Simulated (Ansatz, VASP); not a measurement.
# LiH: VASP beside Ansatz, part 2 of 2

One calculation is typed for both programs; each brings its own data sets. How far apart do they land? The cell is taken from a series of VASP runs on this material, whose earlier steps may have relaxed, scaled or displaced it; both programs get it as it stands. Valence electrons are named where the data sets of a main pair hold unlike numbers.

VASP 6.6.1 and Ansatz 0.2.0.

So far. Step 2 (VASP: band structure, LDA): The run ends at a pressure of -4.44 GPa. Step 6 (VASP: band structure, PBE): The run ends at a pressure of -2.09 GPa.

## 7. Ansatz: band structure, PBE

Level of this step: Ansatz beside VASP: Kohn-Sham DFT, plane waves, PBE (Ansatz).

The same cell, functional, mesh and smearing now go to Ansatz, which takes its cutoff from its data sets.

The cell is taken from a series of VASP runs on this material, whose earlier steps may have relaxed, scaled or displaced it; both programs get it as it stands.

The input, input.yaml:

```yaml
crystal:
  lattice:
    - [0.0, 2.0425, 2.0425]
    - [2.0425, 0.0, 2.0425]
    - [2.0425, 2.0425, 0.0]
  atoms:
    - { symbol: Li, position: [0.0, 0.0, 0.0] }
    - { symbol: H, position: [0.5, 0.5, 0.5] }
hamiltonian:
  xc: pbe
  pseudopotentials: { kind: paw }
kpoints:
  mp_grid: { grid: [10, 10, 10] }
  band_path:
    path:
      - [0.0, 0.0, 0.0]
      - [0.16667, 0.0, 0.16667]
      - [0.33333, 0.0, 0.33333]
      - [0.5, 0.0, 0.5]
      - [0.5, 0.08333, 0.58333]
      - [0.5, 0.19444, 0.69444]
      - [0.5, 0.25, 0.75]
      - [0.45833, 0.29167, 0.75]
      - [0.40278, 0.34722, 0.75]
      - [0.375, 0.375, 0.75]
      - [0.20833, 0.20833, 0.41667]
      - [0.08333, 0.08333, 0.16667]
      - [0.0, 0.0, 0.0]
      - [0.22222, 0.22222, 0.22222]
      - [0.38889, 0.38889, 0.38889]
      - [0.51389, 0.47222, 0.51389]
      - [0.55556, 0.38889, 0.55556]
      - [0.61111, 0.27778, 0.61111]
      - [0.61111, 0.25, 0.63889]
      - [0.56944, 0.25, 0.68056]
      - [0.51389, 0.25, 0.73611]
      - [0.5, 0.27778, 0.72222]
      - [0.5, 0.38889, 0.61111]
      - [0.5, 0.47222, 0.52778]
      - [0.48611, 0.48611, 0.52778]
      - [0.43056, 0.43056, 0.63889]
      - [0.38889, 0.38889, 0.72222]
      - [0.59722, 0.19444, 0.59722]
      - [0.55556, 0.11111, 0.55556]
      - [0.5, 0.0, 0.5]
    npoints: 1
scf:
  occupations: { method: gaussian, width: 0.03 }
  n_extra_bands: 7
output:
  forces: true
  stress: true
  eigenvalues: true
```

Command:

```console
$ ansatz run input.yaml --threads 2 --pin off --max-ram 4608MiB --backend cpu --events-out ev --progress --plain --runs-dir out
```

Numbers of over 12 decimals in the logs are rounded to 6 here.

Output:

```text
[...]
Crystal: 2 atoms, lattice volume = 17.042 Å³
Basis set: ecut = 420 eV, 331 PW (Γ), exchange–correlation on 40×40×40 points (8 copies of the dense FFT grid, shifted against one another)
Bands: 9, of which v1, the nominal top of the filled ones, is band 2 counted from 1 (1 counted from 0)
Symmetry: 48 space group operations
[...]
k-points: 47 of 1000
[...]
Free energy (F): -221.385807 eV
[...]
Internal energy: -221.385807 eV  (E = F + TS)
E sigma→0 (E₀):  -221.385807 eV
Fermi energy:    1.954448 eV
[...]
--- Stress (GPa, compression-positive) ---
       -1.909163       0.000000      -0.000000
       -0.000000      -1.909163       0.000000
       -0.000000      -0.000000      -1.909163
  P = ⅓ Tr σ = -1.9092 GPa (-19.092 kbar)
--- Band table (eV; the first three rows and the last of 47) ---
[...]
[key lines of the parts left out:]
SCF converged after 6 iterations
```

Wall time 0.94 s (2 threads of Arm Neoverse N1, shared host); peak memory 0.23 GiB.

## 8. Comparison

The two programs side by side:

```csv
quantity,Ansatz,VASP,difference
pressure (GPa),-1.91,-2.09,+0.18
pressure without Ansatz's Pulay correction (GPa),-2.01,-2.09,+0.07
gap over the path points (eV),3.025,3.018,+0.007
```

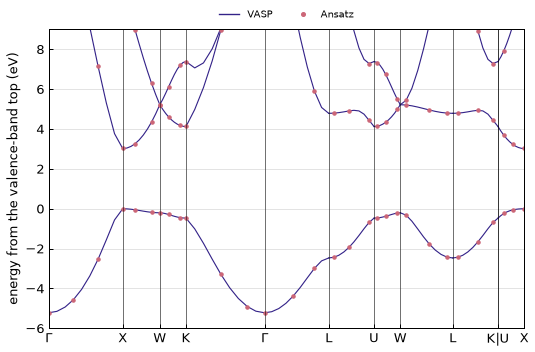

Bands from VASP (lines) and levels from Ansatz (dots). Dots without a line are higher empty bands that the VASP plot leaves out.

Levels at points of the path, from each program's valence-band top (eV; 1 filled, then empty):

```csv
k (reciprocal lattice),Ansatz,VASP
0.000 0.000 0.000,-5.23 15.37 17.31,-5.22 15.37 17.32
0.167 0.000 0.167,-4.57 12.67 14.27,-4.57 12.67 14.27
0.333 0.000 0.333,-2.54 7.16 11.50,-2.53 7.15 11.49
0.500 0.000 0.500,0.00 3.02 10.54,0.00 3.02 10.54
0.500 0.083 0.583,-0.05 3.27 8.97,-0.05 3.26 8.97
0.500 0.194 0.694,-0.18 4.36 6.30,-0.18 4.35 6.29
0.500 0.250 0.750,-0.20 5.22 5.22,-0.20 5.22 5.22
0.458 0.292 0.750,-0.29 4.62 6.11,-0.29 4.61 6.11
0.403 0.347 0.750,-0.44 4.18 7.20,-0.45 4.18 7.21
0.375 0.375 0.750,-0.47 4.13 7.38,-0.47 4.12 7.38
```

Among the levels compared at these points, filled levels agree within 7 meV and empty ones within 13 meV. Ansatz's pressure holds a Pulay correction of 0.10 GPa; VASP's holds none.

## 9. Further runs

Further runs change the set-up of one program: Ansatz's method, potentials or start, or VASP's data sets, cutoff or form of LDA. The table gives Ansatz less VASP for each quantity, since a change that brings one quantity closer may part another.

```csv
run,pressure (GPa),gap over the path points (eV)
as above,0.18,0.0073
Ansatz's all-electron LAPW method,0.17,0.0058
```

## 10. Ansatz: dielectric response, LDA

The response to a field tests empty states and converges slowly with the mesh.

The cell is taken from a series of VASP runs on this material, whose earlier steps may have relaxed, scaled or displaced it; both programs get it as it stands.

The input, input.yaml:

```yaml
crystal:
  lattice:
    - [0.0, 2.0425, 2.0425]
    - [2.0425, 0.0, 2.0425]
    - [2.0425, 2.0425, 0.0]
  atoms:
    - { symbol: Li, position: [0.0, 0.0, 0.0] }
    - { symbol: H, position: [0.5, 0.5, 0.5] }
hamiltonian:
  xc: lda
  pseudopotentials: { kind: paw }
kpoints:
  mp_grid: { grid: [12, 12, 12] }
scf:
  occupations: { method: fixed }
dielectric:
  method: response
```

Output:

```text
[...]
Crystal: 2 atoms, lattice volume = 17.042 Å³
Basis set: ecut = 420 eV, 331 PW (Γ), exchange–correlation on 40×40×40 points (8 copies of the dense FFT grid, shifted against one another)
Bands: 6, of which v1, the nominal top of the filled ones, is band 2 counted from 1 (1 counted from 0)
Symmetry: 48 space group operations
k-points: 163 of 1728 (irreducible under 8 space group operations, time reversal used)
[...]
site 0:
         1.03550    0.00000   -0.00000
        -0.00000    1.03550   -0.00000
         0.00000    0.00000    1.03550
    site 1:
        -1.03550   -0.00000    0.00000
         0.00000   -1.03550    0.00000
        -0.00000   -0.00000   -1.03550
  Z* charge neutrality: 1.402e-4 e pre-enforcement
  solved inside a basis spanned on kpoints, on 12×12×12 k-points, its susceptibility summed on 16×16×16: ε∞ is read to err by 1.3e-2, Z* by 6.8e-3 e (field_mesh: kpoints solves on kpoints); Z* is corrected for what the basis lacks
[key lines of the parts left out:]
SCF converged after 6 iterations
Free energy (F): -218.183327 eV
Fermi energy:    0.425583 eV
```

Run time: 9.4 s. Hardware: 2 threads; peak memory 0.33 GiB; 17 s of CPU time.

## 11. VASP: dielectric response, LDA

The same cell, functional (in two slightly different forms) and mesh now go to VASP, with its own data sets.

The input, INCAR:

```
SYSTEM = LiH
PREC = Accurate
ENCUT = 580
EDIFF = 1E-08
NELM = 100
ISMEAR = 0
SIGMA = 0.01
LREAL = .FALSE.
ALGO = Normal
GGA = CA
NBANDS = 8
LORBIT = 11
LWAVE = .FALSE.
LCHARG = .FALSE.
KPAR = 4
LEPSILON = .TRUE.
LPEAD = .TRUE.
```

The input, POSCAR:

```
LiH
1.0
    0.0000000000      2.0425000000      2.0425000000
    2.0425000000      0.0000000000      2.0425000000
    2.0425000000      2.0425000000      0.0000000000
Li H
1 1
Direct
    0.0000000000      0.0000000000      0.0000000000
    0.5000000000      0.5000000000      0.5000000000
```

The input, KPOINTS:

```
Automatic mesh
0
Gamma
12 12 12
0 0 0
```

Potentials, in the order of the species: Li_sv and H (LDA family, release 64).

Command:

```console
$ mpirun -np 4 vasp_std
```

Output:

```text
[... set-up lines as in an earlier step ...]
 entering main loop
       N       E                     dE             d eps       ncg     rms          rms(c)
DAV:   1    -0.304033889854E+01   -0.30403E+01   -0.14600E+03  1152   0.464E+02
DAV:   2    -0.667639924646E+01   -0.36361E+01   -0.36361E+01  1680   0.490E+01
DAV:   3    -0.671585865496E+01   -0.39459E-01   -0.39459E-01  1368   0.493E+00
DAV:   4    -0.671606495877E+01   -0.20630E-03   -0.20630E-03  1760   0.295E-01
[...]
DAV:  11    -0.646561727984E+01   -0.60899E-07   -0.95268E-08  1760   0.164E-03    0.485E-04
DAV:  12    -0.646561729382E+01   -0.13978E-07   -0.26403E-09  1104   0.481E-04    0.348E-04
DAV:  13    -0.646561729202E+01    0.17954E-08   -0.27097E-09   824   0.199E-04
   1 F= -.64656173E+01 E0= -.64656173E+01  d E =0.000000E+00
 Linear response reoptimize wavefunctions to high precision
DAV:   1    -0.646561729141E+01    0.61488E-09   -0.25644E-10  1456   0.108E-04
DAV:   2    -0.646561729141E+01   -0.73896E-12   -0.79799E-12   808   0.149E-05
 Linear response to external field (no local field effect), progress :
[...]
RMM:   9    -0.190670179347E+00    0.78323E-06   -0.15016E-05  5645   0.389E-04    0.111E-05
RMM:  10    -0.190669914835E+00    0.26451E-06   -0.66642E-06  4533   0.135E-04    0.161E-06
 change of polarisation eV/A/(eV/A) component  2 :    -0.039     0.346    -0.002
 dielectric tensor                  component  2 :    -0.416     4.678    -0.025
 Linear response to external field, progress :
  Direction:   3
       N       E                     dE             d eps       ncg     rms          rms(c)
RMM:   1    -0.157029803486E+00   -0.15703E+00   -0.27789E-01   853   0.355E+00
RMM:   2    -0.175828417735E+00   -0.18799E-01   -0.90794E-03  1093   0.709E-01    0.522E-01
RMM:   3    -0.176911612656E+00   -0.10832E-02   -0.40971E-03  4345   0.357E-01    0.308E-01
RMM:   4    -0.189472224542E+00   -0.12561E-01   -0.24945E-03  4823   0.265E-01    0.206E-02
[...]
RMM:   8    -0.190451012549E+00   -0.59896E-06   -0.12646E-05  5866   0.110E-03    0.379E-05
RMM:   9    -0.190450257868E+00    0.75468E-06   -0.15006E-05  5657   0.372E-04    0.124E-05
RMM:  10    -0.190449978723E+00    0.27915E-06   -0.80068E-06  4561   0.130E-04    0.213E-06
 change of polarisation eV/A/(eV/A) component  3 :    -0.006    -0.023     0.346
 dielectric tensor                  component  3 :    -0.068    -0.240     4.674
 Born effective charges drift removed
```

From OUTCAR (step 11):

```text
  Total       -0.4731329     -0.4731329     -0.4731329      0.0000000     -0.0000000      0.0000000
  in kB      -44.4813110    -44.4813110    -44.4813110      0.0000000     -0.0000000      0.0000000
  external PRESSURE =     -44.4813110 kB  Pullay stress =       0.0000000 kB

 MACROSCOPIC STATIC DIELECTRIC TENSOR (including local field effects in DFT)
 ------------------------------------------------------
           4.677235    -0.000000     0.000000
          -0.000000     4.677235     0.000000
           0.000000    -0.000000     4.677235
 ------------------------------------------------------

[... 2 parts as in an earlier step ...]

[... 1 further part left out ...]
```

Energies printed during the response cycles are not total energies of the cell.

## 12. Side by side

What differs besides the data sets and the points named for the pairs above, as far as they apply: VASP's response is taken on the typed mesh, Ansatz refines its own for the field response alone. Total energies have different zeros and are not compared.

Both answers:

```csv
quantity,Ansatz,VASP,difference
ε∞ xx,4.68,4.68,+0.04 %
ε∞ yy,4.68,4.68,+0.04 %
ε∞ zz,4.68,4.68,+0.04 %
Born charge of Li1 (mean of the diagonal) (e),1.04,1.04,0.00
Born charge of H2 (mean of the diagonal) (e),-1.04,-1.04,0.00
```

## 13. Results

```yaml
largest_difference_of_a_filled_level_at_the_path_points_band_structure_lda: 3.9 meV
largest_difference_of_a_filled_level_at_the_path_points_band_structure_pbe: 6.9 meV
difference_in_eps_infinity_xx_dielectric_response_lda: 0.038 %
```

What this shows: The largest difference of a filled level at the path points is 6.9 meV (band structure, PBE), within the 80 meV picked in this series as the mark of a large difference. Band structure, LDA, Ansatz's all-electron LAPW method: the difference in gap over the path points goes from 0.0071 to 0.0092 eV. For band structure, PBE, no further run moves any of the tabulated differences by more than a quarter of its size. 2 further runs of this series are not shown here. How closely two codes agree says nothing of how well the functional describes the real material.

[Lines on the potential files, build, host, timing and source positions are cut from VASP's logs without a mark.]

[Logs are printed without paths, hosts, clocks, repeated set-up lines and the standing remarks that a program may print on its own settings, such as how far it seeks lower states.]

[Hosts, paths, dates, database ids (printed as entryN), source tags and the programs' standing remarks are cut or masked in the printed files.]
